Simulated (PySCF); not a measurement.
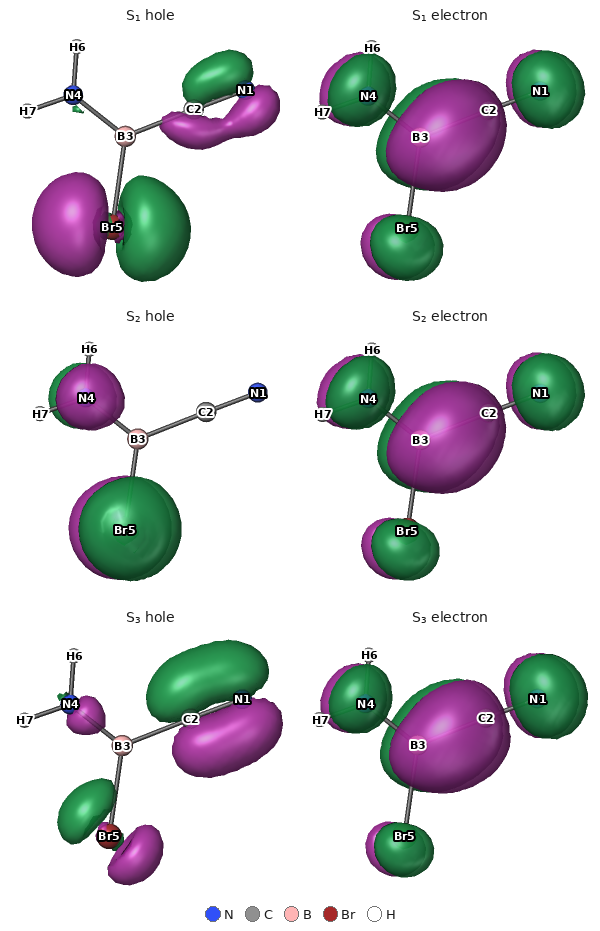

Figure 1: CH₂BBrN₂, SMILES `N#CB(N)Br`. Leading natural transition orbitals (full linear response singlet states).

Level of theory: CAM-B3LYP/def2-SVPD (PySCF), at a geometry from GFN2-xTB. No frequency check shows the geometry to be a minimum. GFN2-xTB bond lengths at metals and heavier atoms can be off by up to 0.1 Å and shapes distorted, which carries into these values.

Coordinates in Å:

```
N1      -2.7353    1.1157    0.0000
C2      -1.8237    0.4199    0.0000
B3      -0.5929   -0.4884    0.0000
N4      -0.7315   -1.8617    0.0000
Br5      1.1355    0.2850    0.0000
H6      -1.6194   -2.3356    0.0000
H7       0.0529   -2.4951    0.0000
```

Describe these excited states.

By state:
- S₁: 5.90 eV (210 nm), f = 0.001 (very weak); the leading pair carries 98 %; hole on Br5 (75 %), N1 (11 %) and C2 (8 %), electron on B3 (35 %), N1 (18 %) and C2 (17 %); their centroids lie 1.5 Å apart.
- S₂: 6.41 eV (194 nm), f = 0.129 (bright); the leading pair carries 97 %; hole on Br5 (72 %), N4 (18 %) and B3 (6 %), electron on B3 (35 %), N1 (16 %) and C2 (16 %); their centroids lie 1.5 Å apart.
- S₃: 6.55 eV (189 nm), f = 0.000 (dark); the leading pair carries 96 %; hole on N1 (42 %), C2 (33 %) and Br5 (18 %), electron on B3 (28 %), N1 (27 %) and C2 (24 %); their centroids lie 0.6 Å apart.
